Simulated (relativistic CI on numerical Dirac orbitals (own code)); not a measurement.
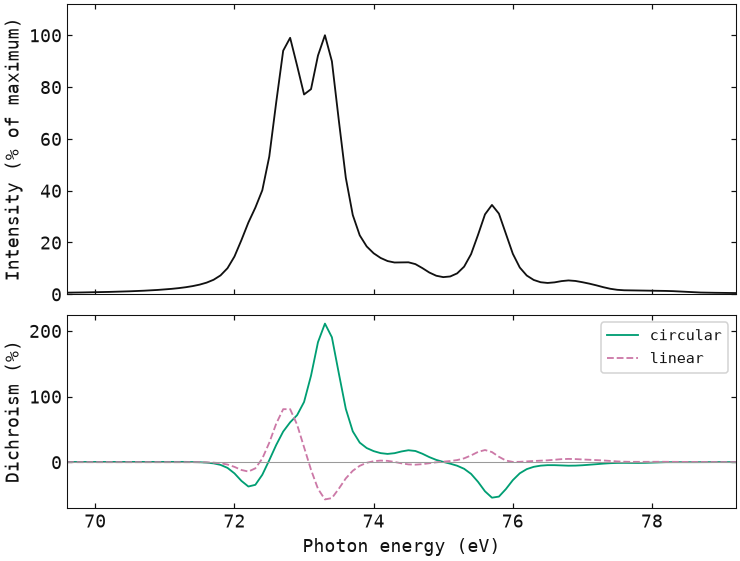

Computed core-level spectrum (absorption) of an ion of charge +4 in no crystal field (free ion). Multiplet model: relativistic Dirac–Coulomb–Breit theory, one configuration a step, Slater integrals scaled by 0.8, 10 K, Voigt broadening (Lorentzian 0.3 eV, Gaussian 0.3 eV full widths), computed with a radial Dirac CI code. Dichroism is for the ground state at zero temperature, magnetised by an exchange field of 10 meV on Sz (linear: z less the mean of x and y).

> Identify the element and the shell or line.

N₆,₇ X-ray absorption of Pt⁴⁺, initial configuration [Xe] 4f¹⁴ 5d⁶. The main maxima lie at 72.8 eV (99), 73.3 eV (100) and 75.7 eV (34), heights in % of the largest; the centroid is at 73.6 eV. The ground state has S = 1.81. The circular dichroism (Δm = −1 less Δm = +1) is largest at 73.3 eV, 211 % of the isotropic maximum. The magnetised ground state has ⟨Lz⟩ = −2.26 and ⟨Sz⟩ = −1.74.

Note: free-ion energies, so absolute edge positions are off by a few eV from solids.
